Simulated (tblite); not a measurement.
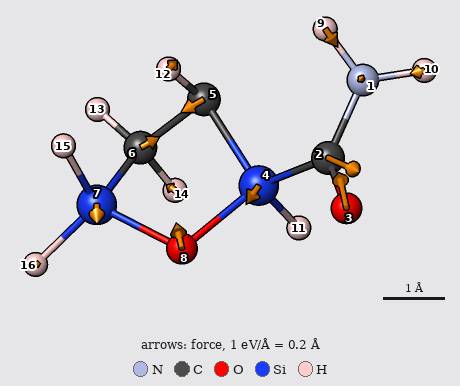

Starting geometry of C3H8NO2Si2 (multiplicity 2) with the computed forces as orange arrows. Style: ball-and-stick. Shown at a tilt.

Computed with tblite 0.8.0, GFN2-xTB geometry optimisation, gas phase. 

Is this structure relaxed? If not, where do the atoms go?

It isn't relaxed: the largest force vector, on C2, is 6.38 eV/Å. The final displacements have little in common with the starting forces (cosine between the two patterns 0.29). After 222 geometry steps the energy has fallen by 59.7 kcal/mol. The largest move after the best rigid fit is that of H12, 2.71 Å. Largest moves by element: H 2.71 Å, O 2.58 Å, N 1.09 Å, C 1.00 Å, Si 0.46 Å. Some distances before and after: C2–Si4 1.811 → 1.922 Å, Si7–O8 1.728 → 1.628 Å, C2–O3 1.298 → 1.215 Å, Si4–O8 1.744 → 1.662 Å. Among the angles between lasting bonds that change: Si4–C5–H12 108.2° → 127.1°, Si4–O8–Si7 102.7° → 119.1°, Si4–C5–C6 98.2° → 114.4°. Groups turn about C2–Si4 by about 135°, N1–C2 by about 60°. The run took 1.5 s on 1 thread of Arm Neoverse V2, on a shared host.
